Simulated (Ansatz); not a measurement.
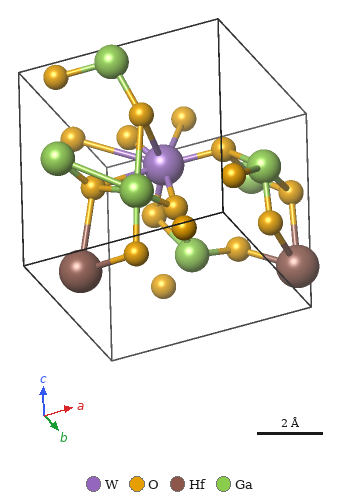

Starting frame of a dynamics run of an amorphous cell of composition Hf₂Ga₆WO₁₆ (25 atoms in the cell). It starts from the last geometry of an earlier run, with fresh velocities. The picture is a ball-and-stick view of the simulation cell, seen from a free direction. Bonds to atoms that aren't drawn are left out.

Level of theory: DFT PBE, scalar-relativistic, plane waves, PAW (Ansatz 0.2.0).

Input
```yaml
crystal:
  lattice:
    - [6.754696, 0.07035, 0.21337]
    - [0.07035, 6.652536, -0.190671]
    - [0.21337, -0.190671, 6.689251]
  atoms:
    - { symbol: W, position: [0.4839522026, 0.5169711354, 0.6378545495] }
    - { symbol: O, position: [0.0824184858, 0.4090079221, 0.8300492127] }
    - { symbol: O, position: [0.687747805, 0.8851200773, 0.3268365507] }
    - { symbol: O, position: [0.5043568592, 0.7174650446, 0.9692877973] }
    - { symbol: O, position: [0.9716201022, 0.185152074, 0.2844744043] }
    - { symbol: O, position: [0.574617324, 0.4285869892, 0.3486659862] }
    - { symbol: O, position: [0.2254266896, 0.2945478974, 0.4831940109] }
    - { symbol: O, position: [0.1781854203, 0.0027590335, 0.9242585007] }
    - { symbol: O, position: [0.2822657294, 0.9512925849, 0.2791115287] }
    - { symbol: O, position: [0.318005774, 0.5090470664, 0.8221718781] }
    - { symbol: O, position: [0.9828601947, 0.5752288762, 0.2282400962] }
    - { symbol: O, position: [0.7734842066, 0.0590819279, 0.0074792486] }
    - { symbol: O, position: [0.4443038848, 0.2634170446, 0.0651702217] }
    - { symbol: O, position: [0.9728145068, 0.8484144124, 0.5218668186] }
    - { symbol: O, position: [0.5491790694, 0.1185125207, 0.6830683245] }
    - { symbol: O, position: [0.3521198264, 0.7007814685, 0.5035841831] }
    - { symbol: O, position: [0.7531487708, 0.5893874222, 0.678922064] }
    - { symbol: Hf, position: [0.9690037696, 0.9123236838, 0.1724934031] }
    - { symbol: Hf, position: [0.1316072004, 0.3410802784, 0.0994076309] }
    - { symbol: Ga, position: [0.5500200746, 0.665725431, 0.2271334707] }
    - { symbol: Ga, position: [0.9861586147, 0.5089149584, 0.4861322237] }
    - { symbol: Ga, position: [0.7471623506, 0.9214191829, 0.7029293286] }
    - { symbol: Ga, position: [0.4960164186, 0.1654429446, 0.3280298304] }
    - { symbol: Ga, position: [0.1658603387, 0.0295944014, 0.5196864135] }
    - { symbol: Ga, position: [0.4461315283, 0.0285601629, 0.9419448742] }
  symmetry: { detect: false }
basis:
  ecutwfc: 420
  xc_grid: 1
kpoints:
  mp_grid: { grid: [1, 1, 1], shift: [0.0, 0.0, 0.0] }
hamiltonian:
  xc: pbe
scf:
  occupations: { method: fermi_dirac, width: 0.1861 }
  lower_state_search: "off"
  convergence: { dr2_threshold: 1.0e-05 }
output:
  forces: true
  stress: true
md:
  timestep: 2.0
  n_steps: 146
  ensemble: nvt_langevin
  friction: 0.03
  temperature: 2160.0
  initial_velocities: maxwell_boltzmann
  seed: 32715
```

Run as
```bash
ansatz run input.yaml --threads 2 --pin off --max-ram 5120MiB --backend cpu --events-out ev --progress --plain --runs-dir out
```

### What does the trajectory do?

Over the second half the temperature averages 2028 K (spread ±254 K). The potential energy in the second half lies on average 135 meV per atom below the first frame. The mean pressure there is 7.4 GPa. In the second half of the run the atoms are, in the root-mean-square, this far from where they began (common drift taken out): O 0.76 Å, Ga 0.75 Å, Hf 0.37 Å, W 0.26 Å. Against the typical shortest distance between atoms in the first frame, about 1.8 Å these are large excursions, but over 292 fs one can't yet tell strong vibration from the start of diffusion. 3 of the 25 free atoms end more than three quarters of that spacing from the start.

Along the run (each row but the first and the last is the mean over the interval that it begins):

```csv
time (fs),potential energy (meV/atom),T (K),p (GPa)
0.0,0.0,2074,13.3
28.0,-16.3,2184,8.4
56.0,-82.4,2303,8.7
84.0,-91.9,2035,7.0
112.0,-119.4,2062,6.9
140.0,-133.9,1960,9.7
168.0,-118.6,2100,8.6
196.0,-142.1,2175,9.1
224.0,-157.1,1883,3.1
252.0,-109.6,2029,8.2
280.0,-165.8,2356,3.2
```

The paths of the atoms:

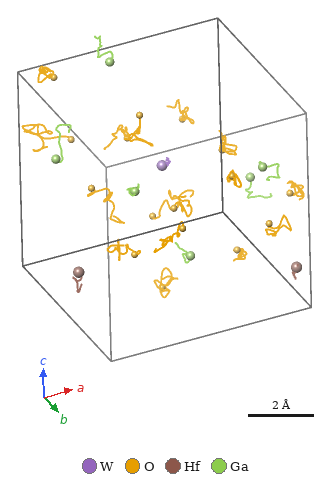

Limits of the set-up: the periodic images lie only 6.7 Å apart, so the values are limited by the cell's size.

The run took 4 min on 2 threads of Arm Neoverse V2, on a shared host, peak memory 0.49 GiB.
